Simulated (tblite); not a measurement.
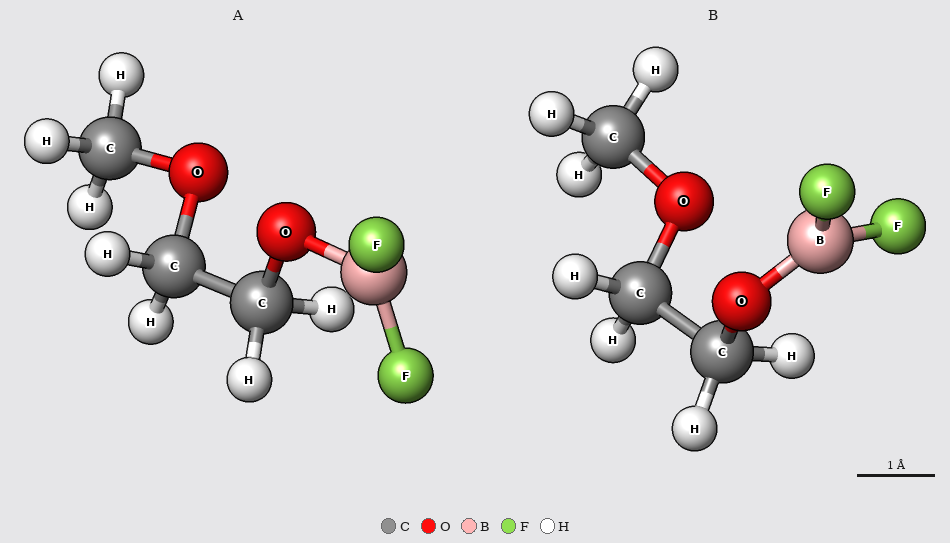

Two geometries of C₃H₇BF₂O₂, drawn at one scale. One is the start of a relaxation, the other its converged end. The picture is a ball-and-stick view, seen from a free direction.

Method: GFN2-xTB geometry optimisation, gas phase in tblite. 

Question: Which one is relaxed?

Answer: Structure B is the relaxed one. The atom that moves furthest after the best rigid fit is an F atom (2.12 Å). Largest moves by element: F 2.12 Å, O 0.98 Å, H 0.94 Å, C 0.67 Å, B 0.63 Å. Some distances before and after: B–O 1.476 → 1.318 Å, B–F 1.465 → 1.321 Å, C–C 1.481 → 1.527 Å, C–H 1.116 → 1.088 Å. Bond angles that change, for instance: C–O–B 108.4° → 124.4°, C–O–C 103.7° → 113.2°, O–B–F 115.7° → 125.0°. Groups turn about C–O by about 85°. After 164 geometry steps the energy has fallen by 42.1 kcal/mol. The run took 1.4 s on 1 thread of Arm Neoverse N1, with other jobs on the host.
